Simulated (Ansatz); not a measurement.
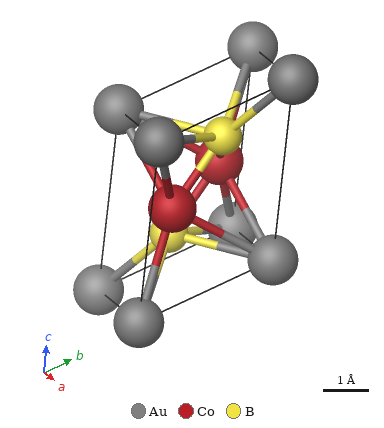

Ball-and-stick drawing of the structure, looking slightly off an axis. The wireframe shows the simulation cell.

```yaml
crystal:
  lattice:
    - [0.00000, 3.38340, 0.00000]
    - [3.38340, 0.00000, 0.00000]
    - [1.69170, 1.69170, -4.23754]
  atoms:
    - { symbol: Au, position: [0.00000, 0.00000, 0.00000] }
    - { symbol: Co, position: [0.75000, 0.25000, 0.50000] }
    - { symbol: Co, position: [0.25000, 0.75000, 0.50000] }
    - { symbol: B, position: [0.37450, 0.37450, 0.25100] }
    - { symbol: B, position: [0.62550, 0.62550, 0.74900] }
```

Electronic-structure method: DFT, PAW plane waves, r2SCAN (Ansatz 0.2.0). Parameters: 500 eV cutoff, k-points on an 11×11×11 grid, Fermi-Dirac smearing of 0.1 eV, no spin polarisation (a spin-restricted run, not always the ground state).

**Give the Bader charge of each element.**

Co +0.11 e; B -0.12 e; Au +0.02 e. Little charge moves, as in a metallic or covalent solid.

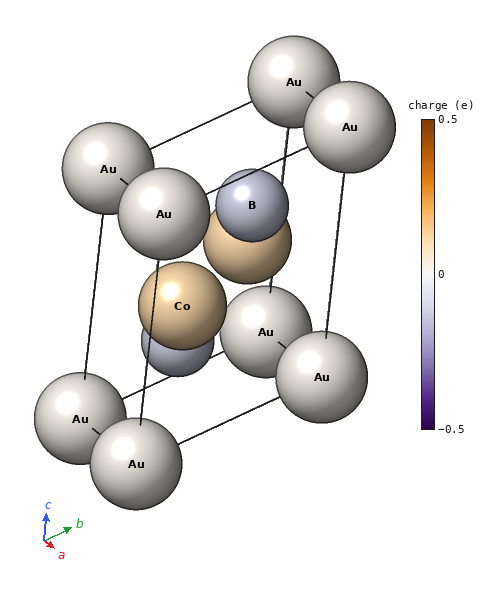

The atoms coloured by those charges.

The picture shows a generated cell, made by putting these elements into a known structure type (the compound may or may not exist in this form); the geometry isn't optimised. It went into a calculation with Ansatz.

At this level of theory the cell isn't at rest (compressed, at 8 GPa), so its distances can differ from those at equilibrium, the more so the softer the solid.
